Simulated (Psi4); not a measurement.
SiH2F2: geometry relaxation (part 2 of 2)

The same run, continued: SiH2F2; B3LYP/cc-pVTZ, RKS, dispersion D3(BJ) (Psi4 1.11). The geometry comes from this level: PBE0-D4/def2-TZVP (4 decimals).

Geometry of the input (Å):
```
F  -1.0790  0.5382  0.9807
Si -0.0052  -0.0005  -0.0541
F  1.2476  -0.5206  0.7669
H  -0.5905  -1.1387  -0.7863
H  0.4271  1.1217  -0.9072
```

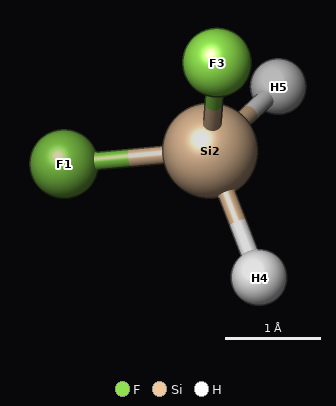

**Figure 1.** The geometry at step 7 of the log (ball-and-stick view, seen at a tilt; atoms are numbered from 1 in the order of the input).

Log, continued
```
       Center              X                  Y                   Z               Mass
    ------------   -----------------  -----------------  -----------------  -----------------
         F           -1.128951444064     0.537395711059     0.545451722789    18.998403162730
         SI          -0.048408250885    -0.005044574743    -0.501793008529    27.976926534650
         F            1.213427397059    -0.528590981664     0.330197525420    18.998403162730
         H           -0.633321906491    -1.143614187308    -1.228060108463     1.007825032230
         H            0.384673454785     1.117673075562    -1.349084959717     1.007825032230

  Nuclear repulsion =  117.888078752202333

  ==> Basis Set <==

  Basis Set: CC-PVTZ
    Blend: CC-PVTZ
    Number of shells: 44
    Number of basis functions: 122
    Number of Cartesian functions: 139
    Spherical Harmonics?: true
    Max angular momentum: 3

  ==> DFJKGrad: Density-Fitted SCF Gradients <==

    Gradient:                    1
    J tasked:                  Yes
    K tasked:                  Yes
    wK tasked:                  No
    Integrals threads:           1
    Memory [MiB]:             1144
    Schwarz Cutoff:          1E-12
    Fitting Condition:       1E-10

   => Auxiliary Basis Set <=

  Basis Set: (CC-PVTZ AUX)
    Blend: CC-PVTZ-JKFIT
    Number of shells: 107
    Number of basis functions: 339
    Number of Cartesian functions: 407
    Spherical Harmonics?: true
    Max angular momentum: 4

  ==> DFT Potential <==

   => LibXC <=

    Version 7.1.2

   => Composite Functional: B3LYP-D3BJ2B <=

    B3LYP-d3bj2b Hyb-GGA Exchange-Correlation Functional

    Deriv               =              1
    GGA                 =           TRUE
    Meta                =          FALSE

    Exchange Hybrid     =           TRUE
    MP2 Hybrid          =          FALSE

   => Exchange Functionals <=

    0.0800   Slater exchange
    0.7200         Becke 88

   => Exact (HF) Exchange <=

    0.2000               HF

   => Correlation Functionals <=

    0.1900   Vosko, Wilk & Nusair (VWN5_RPA)
    0.8100   Lee, Yang & Parr

   => LibXC Density Thresholds  <==

    XC_HYB_GGA_XC_B3LYP:  1.00E-15

   => Molecular Quadrature <=

    Radial Scheme          =       TREUTLER
    Pruning Scheme         =           NONE
    Nuclear Scheme         =       TREUTLER

    Blocking Scheme        =         OCTREE
    BS radius alpha        =              1
    Pruning alpha          =              1
    Radial Points          =             75
    Spherical Points       =            302
    Total Points           =         109174
    Total Blocks           =            863
    Max Points             =            256
    Max Functions          =            122
    Weights Tolerance      =       1.00E-15

  -Total Gradient:
     Atom            X                  Y                   Z
    ------   -----------------  -----------------  -----------------
       1        0.000315033729    -0.000137429216     0.000129540893
       2       -0.000001798555     0.000000962776    -0.000028760244
       3       -0.000285741231     0.000137173272     0.000185500534
       4       -0.000024635646    -0.000090255484     0.000190250585
       5        0.000060146727     0.000096183589     0.000176042343

	total time  =          2 seconds =       0.03 minutes
```

Standard output
```
Step     Time          Energy          fmax
FIRE:    0 09:07:00   -13350.441725        0.654809
FIRE:    1 09:07:05   -13350.448237        0.191707
FIRE:    2 09:07:11   -13350.447361        0.435983
FIRE:    3 09:07:16   -13350.448023        0.365886
FIRE:    4 09:07:22   -13350.448914        0.236671
FIRE:    5 09:07:27   -13350.449443        0.068966
FIRE:    6 09:07:32   -13350.449256        0.108007
FIRE:    7 09:07:38   -13350.449275        0.103157
FIRE:    8 09:07:43   -13350.449308        0.093675
FIRE:    9 09:07:48   -13350.449353        0.079984
FIRE:   10 09:07:54   -13350.449402        0.062708
FIRE:   11 09:07:59   -13350.449449        0.042651
FIRE:   12 09:08:05   -13350.449488        0.028598
FIRE:   13 09:08:10   -13350.449516        0.018888
converged: True
F     -1.086487     0.541846     0.985551
Si    -0.005944    -0.000594    -0.061693
F      1.255892    -0.524140     0.770297
H     -0.590858    -1.139163    -0.787961
H      0.427138     1.122124    -0.908985
```

Trajectory as extended XYZ (Å, eV, eV/Å), 14 frames, from step=0 to step=13
```
5
Properties=species:S:1:pos:R:3:forces:R:3 step=0 energy=-13350.44183
F    -1.0790    0.5382    0.9807   -0.3483   0.1747   0.3291
Si   -0.0052   -0.0005   -0.0541   -0.0633  -0.0072  -0.6517
F     1.2476   -0.5206    0.7669    0.4054  -0.1684   0.2598
H    -0.5905   -1.1387   -0.7863    0.0163   0.0330   0.0133
H     0.4271    1.1217   -0.9073   -0.0132  -0.0325   0.0170
5
Properties=species:S:1:pos:R:3:forces:R:3 step=1 energy=-13350.44835
F    -1.0824    0.5399    0.9850   -0.1431   0.0703   0.1065
Si   -0.0057   -0.0006   -0.0596   -0.0160  -0.0020  -0.1633
F     1.2517   -0.5223    0.7705    0.1610  -0.0681   0.0785
H    -0.5902   -1.1383   -0.7851   -0.0080  -0.0123  -0.0271
H     0.4271    1.1214   -0.9061    0.0028   0.0118  -0.0281
5
Properties=species:S:1:pos:R:3:forces:R:3 step=2 energy=-13350.44747
F    -1.0873    0.5424    0.9905    0.1141  -0.0604  -0.1723
Si   -0.0064   -0.0006   -0.0664    0.0419   0.0044   0.4339
F     1.2576   -0.5247    0.7751   -0.1450   0.0574  -0.1486
H    -0.5901   -1.1382   -0.7842   -0.0350  -0.0627  -0.0711
H     0.4271    1.1213   -0.9051    0.0206   0.0609  -0.0773
5
Properties=species:S:1:pos:R:3:forces:R:3 step=3 energy=-13350.44813
F    -1.0870    0.5423    0.9899    0.0913  -0.0487  -0.1446
Si   -0.0063   -0.0006   -0.0656    0.0352   0.0037   0.3642
F     1.2572   -0.5245    0.7745   -0.1173   0.0462  -0.1255
H    -0.5902   -1.1384   -0.7846   -0.0294  -0.0523  -0.0620
H     0.4271    1.1214   -0.9055    0.0169   0.0507  -0.0671
5
Properties=species:S:1:pos:R:3:forces:R:3 step=4 energy=-13350.44902
F    -1.0865    0.5420    0.9887    0.0491  -0.0270  -0.0935
Si   -0.0062   -0.0006   -0.0640    0.0227   0.0024   0.2356
F     1.2565   -0.5243    0.7734   -0.0661   0.0254  -0.0830
H    -0.5904   -1.1386   -0.7854   -0.0192  -0.0332  -0.0452
H     0.4272    1.1217   -0.9063    0.0101   0.0320  -0.0484
5
Properties=species:S:1:pos:R:3:forces:R:3 step=5 energy=-13350.44955
F    -1.0860    0.5417    0.9872   -0.0056   0.0012  -0.0273
Si   -0.0060   -0.0006   -0.0619    0.0066   0.0006   0.0687
F     1.2557   -0.5240    0.7720    0.0003  -0.0015  -0.0279
H    -0.5906   -1.1390   -0.7863   -0.0060  -0.0086  -0.0234
H     0.4273    1.1221   -0.9073    0.0014   0.0079  -0.0240
5
Properties=species:S:1:pos:R:3:forces:R:3 step=6 energy=-13350.44937
F    -1.0855    0.5414    0.9855   -0.0617   0.0302   0.0416
Si   -0.0057   -0.0006   -0.0597   -0.0104  -0.0012  -0.1075
F     1.2549   -0.5237    0.7705    0.0687  -0.0293   0.0296
H    -0.5909   -1.1394   -0.7874    0.0081   0.0177   0.0004
H     0.4273    1.1224   -0.9084   -0.0079  -0.0178   0.0026
5
Properties=species:S:1:pos:R:3:forces:R:3 step=7 energy=-13350.44938
F    -1.0855    0.5414    0.9856   -0.0598   0.0292   0.0395
Si   -0.0058   -0.0006   -0.0597   -0.0100  -0.0011  -0.1027
F     1.2549   -0.5237    0.7705    0.0664  -0.0283   0.0279
H    -0.5909   -1.1394   -0.7874    0.0078   0.0171  -0.0001
H     0.4273    1.1224   -0.9084   -0.0076  -0.0172   0.0020
5
Properties=species:S:1:pos:R:3:forces:R:3 step=8 energy=-13350.44942
F    -1.0856    0.5414    0.9856   -0.0559   0.0272   0.0354
Si   -0.0058   -0.0006   -0.0598   -0.0091  -0.0010  -0.0932
F     1.2550   -0.5238    0.7706    0.0618  -0.0264   0.0245
H    -0.5909   -1.1394   -0.7874    0.0072   0.0160  -0.0010
H     0.4273    1.1224   -0.9084   -0.0072  -0.0161   0.0010
5
Properties=species:S:1:pos:R:3:forces:R:3 step=9 energy=-13350.44946
F    -1.0857    0.5415    0.9858   -0.0503   0.0244   0.0294
Si   -0.0058   -0.0006   -0.0600   -0.0077  -0.0009  -0.0796
F     1.2552   -0.5238    0.7706    0.0551  -0.0237   0.0196
H    -0.5909   -1.1393   -0.7873    0.0064   0.0143  -0.0023
H     0.4273    1.1224   -0.9083   -0.0066  -0.0145  -0.0005
5
Properties=species:S:1:pos:R:3:forces:R:3 step=10 energy=-13350.44951
F    -1.0858    0.5416    0.9859   -0.0432   0.0208   0.0218
Si   -0.0058   -0.0006   -0.0601   -0.0061  -0.0007  -0.0624
F     1.2553   -0.5239    0.7708    0.0467  -0.0202   0.0135
H    -0.5909   -1.1393   -0.7873    0.0053   0.0123  -0.0039
H     0.4273    1.1223   -0.9083   -0.0059  -0.0125  -0.0024
5
Properties=species:S:1:pos:R:3:forces:R:3 step=11 energy=-13350.44956
F    -1.0860    0.5416    0.9861   -0.0349   0.0166   0.0130
Si   -0.0058   -0.0006   -0.0604   -0.0042  -0.0005  -0.0424
F     1.2555   -0.5240    0.7709    0.0369  -0.0162   0.0063
H    -0.5908   -1.1393   -0.7872    0.0040   0.0099  -0.0058
H     0.4273    1.1223   -0.9082   -0.0050  -0.0101  -0.0045
5
Properties=species:S:1:pos:R:3:forces:R:3 step=12 energy=-13350.44960
F    -1.0862    0.5417    0.9863   -0.0258   0.0119   0.0033
Si   -0.0058   -0.0006   -0.0606   -0.0021  -0.0003  -0.0207
F     1.2557   -0.5240    0.7710    0.0260  -0.0117  -0.0015
H    -0.5908   -1.1392   -0.7872    0.0027   0.0073  -0.0078
H     0.4273    1.1222   -0.9081   -0.0041  -0.0076  -0.0068
5
Properties=species:S:1:pos:R:3:forces:R:3 step=13 energy=-13350.44962
F    -1.0864    0.5418    0.9864   -0.0162   0.0071  -0.0067
Si   -0.0059   -0.0006   -0.0608    0.0001  -0.0001   0.0015
F     1.2560   -0.5241    0.7712    0.0147  -0.0070  -0.0095
H    -0.5908   -1.1391   -0.7871    0.0013   0.0046  -0.0098
H     0.4272    1.1221   -0.9081   -0.0031  -0.0050  -0.0091
```

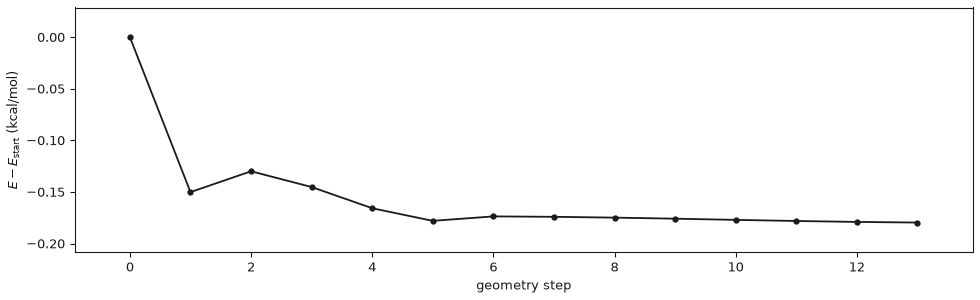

**Figure 2.** Progress of the relaxation, step by step (steps are counted from 0). The largest moves after the best rigid fit, 0.010 Å, are those of F1 and F3. By element the largest moves are F 0.010 Å, Si 0.007 Å, H 0.001 Å. Among the contacts that change: F1–Si2 1.586 → 1.600 Å. Over 13 geometry steps the energy falls by 0.18 kcal/mol. Largest force component: 0.65 eV/Å at the start, 0.016 eV/Å at the end. (Atoms are counted from 1 in the order of the input.)

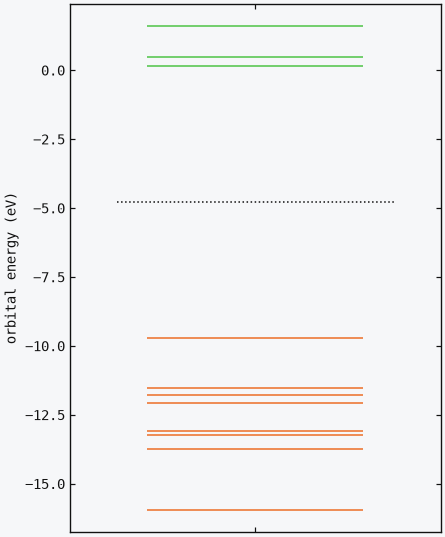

**Figure 3.** Orbital energies near the frontier; the dotted line parts filled from empty levels, and levels within 0.02 eV of each other stand side by side. Highest filled −9.70 eV, lowest empty 0.16 eV, 9.86 eV apart.

Key numbers

| quantity | value |
| --- | --- |
| outcome | converged |
| total energy | −490.619974 hartree |
| dispersion energy | −0.003624 hartree |
| basis functions | 122 |
| HOMO | −9.70 eV |
| LUMO | 0.16 eV |
| dipole moment | 1.52 D |
| hardware | 1 thread of INTEL XEON PLATINUM @ 2.10GHz (Emerald Rapids), 24 GiB of memory available, shared host |
| wall time | 79 s |
| peak memory | 0.93 GiB |
